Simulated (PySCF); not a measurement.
## Excited-state calculation, with input and output: GeNH5S

The run: excited-state calculation of GeNH5S. Method and program: TDDFT PBE0/def2-SVPD, vertical, gas phase, core orbitals frozen in the response (PySCF 2.14.0).

The geometry comes from this level: GFN2-xTB. It belongs to a series of runs on one base structure; here: H on Ge replaced by SH.

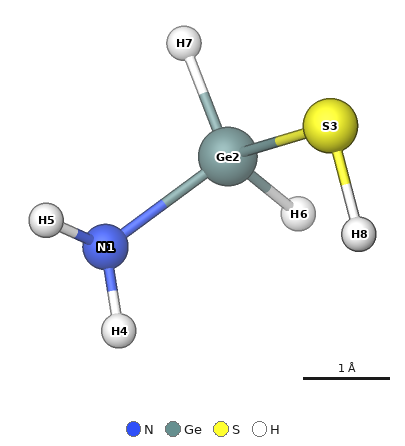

*The input geometry (ball-and-stick view, seen at a tilt; atoms are numbered from 1 in the order of the input). Sticks mark near contacts.*

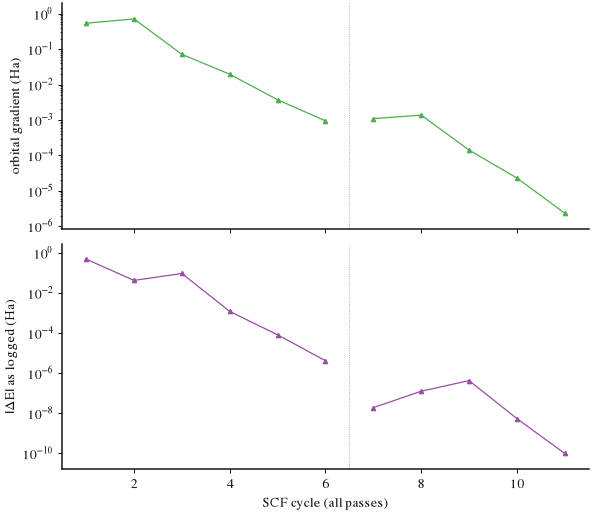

*Convergence of the self-consistent field: orbital gradient and size of the energy change against the SCF cycle. The dotted line marks the change from a coarse to the final integration grid.*

The first 6 cycles use a coarse grid, the final grid takes over at cycle 7, and the field converges after 11 cycles in all.

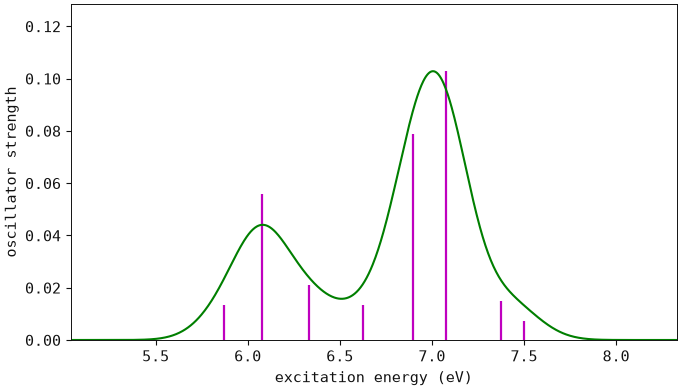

*Computed excitations as sticks (degenerate states added up, dark ones marked on the axis), with a Gaussian envelope of 0.35 eV full width at half maximum, scaled to the tallest.*

Of the 8 states the lowest lies at 5.87 eV (f = 0.013); the strongest line is at 7.08 eV, or 175 nm (f = 0.103).

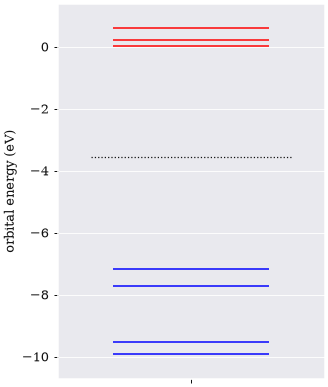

*Orbital energies near the frontier; the dotted line parts filled from empty levels, and levels within 0.02 eV of each other stand side by side.*

Highest filled −7.16 eV, lowest empty 0.02 eV, 7.18 eV apart.

The input that produced these results follows, with the program's output.

## The input
```
{"job": {"kind": "uv", "xc": "PBE0", "basis": "def2-SVPD", "nstates": 8, "ntriplets": 3}, "charge": 0, "multiplicity": 1}
N     -1.272923    -0.495960    -0.103857
Ge     0.078192     0.704484    -0.079420
S      1.940476    -0.031401     0.895982
H     -1.201310    -1.281826    -0.734284
H     -1.612018    -0.831271     0.787085
H      0.335297     1.063917    -1.516853
H     -0.395652     1.877009     0.721586
H      2.136996    -0.995541     0.005197
```

The first line tells a small driver script what to run in PySCF; the rest is the geometry in Å.

Run as:
```bash
OMP_NUM_THREADS=1 python <driver script> task.json out
```

## Output
```
coarse grid: 31216 points
cycle   1  E = -2532.0509486615  dE = -4.843e-01  |g| = 5.421e-01  |ddm| = 3.170e+00
cycle   2  E = -2532.0084729168  dE =  4.248e-02  |g| = 7.171e-01  |ddm| = 1.819e+00
cycle   3  E = -2532.1022879446  dE = -9.382e-02  |g| = 7.165e-02  |ddm| = 1.080e+00
cycle   4  E = -2532.1034903994  dE = -1.202e-03  |g| = 1.963e-02  |ddm| = 1.381e-01
cycle   5  E = -2532.1035722263  dE = -8.183e-05  |g| = 3.733e-03  |ddm| = 2.551e-02
cycle   6  E = -2532.1035764201  dE = -4.194e-06  |g| = 9.460e-04  |ddm| = 7.611e-03
final grid: 62640 points
cycle   7  E = -2532.1035801303  dE =  1.918e-08  |g| = 1.092e-03  |ddm| = 3.468e-03
cycle   8  E = -2532.1035800041  dE =  1.263e-07  |g| = 1.376e-03  |ddm| = 3.078e-03
cycle   9  E = -2532.1035804317  dE = -4.277e-07  |g| = 1.413e-04  |ddm| = 1.691e-03
cycle  10  E = -2532.1035804372  dE = -5.444e-09  |g| = 2.300e-05  |ddm| = 2.525e-04
cycle  11  E = -2532.1035804373  dE = -9.959e-11  |g| = 2.331e-06  |ddm| = 2.511e-05
converged SCF energy = -2532.1035804373

Static polarisability (au): isotropic 61.832, principal 53.716 57.603 74.176

Singlet excitations
state   eV       nm        f      main configurations
  1   5.8695    211.2   0.01326   H->L 0.77, H->L+1 0.12
  2   6.0762    204.0   0.05595   H->L+1 0.71, H->L 0.15, H-1->L+1 0.10
  3   6.3305    195.9   0.02108   H->L+2 0.47, H-1->L 0.42
  4   6.6241    187.2   0.01336   H-1->L 0.52, H->L+2 0.28, H-1->L+1 0.10
  5   6.8984    179.7   0.07879   H-1->L+2 0.45, H-1->L+1 0.31, H->L+2 0.12
  6   7.0761    175.2   0.10283   H-1->L+2 0.42, H-1->L+1 0.42
  7   7.3773    168.1   0.01495   H->L+3 0.92
  8   7.4997    165.3   0.00742   H->L+4 0.61, H->L+5 0.23, H->L+6 0.10

Triplet excitations (Tamm-Dancoff, eV): 5.5261 5.5641 5.9098
```

## Key numbers

- outcome: converged
- total energy: −2532.103580 hartree
- HOMO: −7.16 eV
- LUMO: 0.02 eV
- dipole moment: 1.50 D
- mean polarisability: 61.83 a.u.
- lowest singlet excitation: 5.87 eV
- hardware: 1 CPU thread, shared host
- wall time: 16 s
- peak memory: 0.51 GiB

Spin–orbit coupling is left out, which matters for the heavy atoms.
